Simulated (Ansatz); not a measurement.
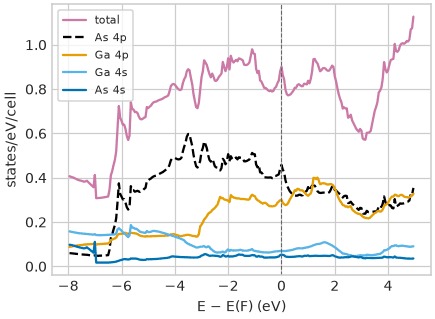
Fig. 1. Total and projected density of states of GaAs in space group P4/mmm (No. 123; Ga on 1b, As on 1a), LDA (plane waves, PAW; program Ansatz)

Question: Which orbitals carry the states next to the Fermi level?

Answer: Within 0.5 eV of the Fermi level: As 4p 48 %, Ga 4p 36 %, Ga 4s 9 %, As 4s 5 %. Projections are on Löwdin-orthogonalised atomic valence shells; empty p or d shells of many metals are not among them.

Question: Where is the tallest occupied peak in this window, and what makes it?

Answer: Near -1.1 eV, about 0.98 states/eV per cell; the largest projected share is As 4p.

The workflow started from a Materials Project entry (that database holds measured and hypothetical structures alike); the Crystallography Open Database copy checked does not list it. It is not the phase usual at ambient conditions (space group No. 216). The cell was relaxed with LDA under the symmetry of its start; its stability against distortions is not shown here. Scalar-relativistic: spin–orbit coupling is off unless named, which matters more the heavier the elements.

Potentials: the earlier of the program's two PAW sets. The files were generated under PBE; for other functionals the program regenerates the frozen cores, and for LDA and PBEsol the local potential too.
